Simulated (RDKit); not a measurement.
**Run report: C$_{2}$H$_{4}$O$_{2}$SSi, single-point calculation**

C$_{2}$H$_{4}$O$_{2}$SSi, SMILES O=C1OC[SiH2]S1, computed with MMFF94S (RDKit 2026.09.1).

The atoms were displaced at random from an optimised geometry.

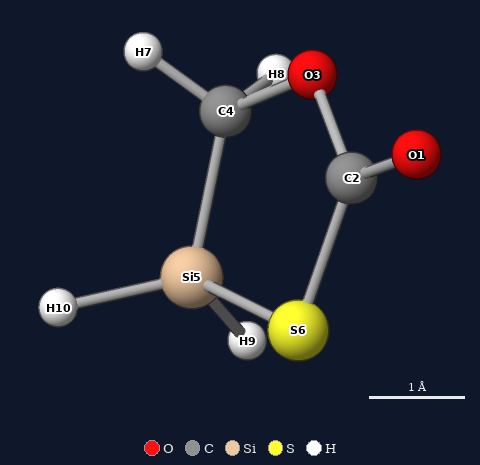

Figure 1. The structure (ball-and-stick view, seen at a tilt; atoms are numbered from 1 in the order of the input). Bond lengths as drawn: C–H 1.07 to 1.14 Å, C–O 1.27 to 1.45 Å, C–S 1.73 Å, C–Si 1.79 Å, H–Si 1.45 to 1.48 Å and S–Si 2.13 Å.

### The input (run.py)
```python
import json
import numpy as np
from rdkit import Chem
from rdkit.Chem import AllChem
from rdkit.Chem import rdDetermineBonds

molecule = Chem.MolFromXYZFile("mol.xyz")
rdDetermineBonds.DetermineBonds(molecule, charge=0)
print("perceived SMILES:", Chem.MolToSmiles(Chem.RemoveHs(molecule)))
symbols = [a.GetSymbol() for a in molecule.GetAtoms()]
start = molecule.GetConformer().GetPositions().copy()

props = AllChem.MMFFGetMoleculeProperties(molecule, mmffVariant="MMFF94s")
ff = AllChem.MMFFGetMoleculeForceField(molecule, props)
e = ff.CalcEnergy()
g = np.array(ff.CalcGrad()).reshape(-1, 3)
print(f"MMFF94s energy {e:.5f} kcal/mol, gradient norm {np.linalg.norm(g):.4f} kcal/mol/angstrom")
print("atom  type  charge   gradient")
for i, a in enumerate(symbols):
    print(f"{a:<2}{i + 1:<3} {props.GetMMFFAtomType(i):4d} {props.GetMMFFPartialCharge(i):8.4f}  " + " ".join(f"{c:9.4f}" for c in g[i]))
names = ["Bond", "Angle", "StretchBend", "Oop", "Torsion", "VdW", "Ele"]
terms = []
for name in names:
    for other in names:
        getattr(props, f"SetMMFF{other}Term")(other == name)
    terms.append(AllChem.MMFFGetMoleculeForceField(molecule, props).CalcEnergy())
    print(f"{name:<12} {terms[-1]:11.5f} kcal/mol")
json.dump(dict(symbols=symbols, start=start.tolist(), energy=e, gradient=g.tolist(), charges_other=[props.GetMMFFPartialCharge(i) for i in range(len(symbols))], atom_types=[str(props.GetMMFFAtomType(i)) for i in range(len(symbols))], energy_term_names=names, energy_terms=terms), open("results.json", "w"))
```

### File mol.xyz
```
10

O      1.080394    -1.898296     2.071002
C      0.581681    -1.041292     1.270010
O      0.162400    -1.479494    -0.014094
C     -0.216090    -0.395107    -0.893538
Si    -0.233153     1.265055    -0.211788
S      0.565836     0.643367     1.665907
H      0.345459    -0.500598    -1.802430
H     -1.271340    -0.703228    -1.199624
H     -1.561812     1.875518     0.012438
H      0.683252     2.166681    -0.888066
```

Run on 1 thread of Arm Neoverse N1, 54 GiB of memory available, shared host.

Launch command:
```bash
python run.py
```

### Log
```
perceived SMILES: O=C1OC[SiH2]S1
MMFF94s energy -15.09524 kcal/mol, gradient norm 145.7074 kcal/mol/angstrom
atom  type  charge   gradient
O 1      7  -0.5700    35.9386  -54.1048   45.5623
C 2      3   0.8610   -36.3645   79.7317  -15.2498
O 3      6  -0.4300   -12.1107  -18.5750  -28.5261
C 4      1   0.1995    51.5753   33.4300    8.2156
Si5     19   0.8105    -2.1312   -1.6376  -18.8855
S 6     15  -0.4710     4.3590  -18.1777   -2.4247
H 7      5   0.0000   -13.3911   -0.1670   10.5465
H 8      5   0.0000   -22.9101  -13.2219   -4.7652
H 9      5  -0.2000     2.4113    0.4063    0.9844
H 10     5  -0.2000    -7.3765   -7.6841    4.5424
Bond             5.58905 kcal/mol
Angle            8.89065 kcal/mol
StretchBend     -0.54788 kcal/mol
Oop              0.26081 kcal/mol
Torsion          2.42871 kcal/mol
VdW             -0.32517 kcal/mol
Ele            -31.39140 kcal/mol
```

### Summary

| quantity | value |
| --- | --- |
| outcome | converged |
| total energy | −0.024056 hartree |
| largest force | 3.857 eV/Å |
| peak memory | 0.076 GiB |
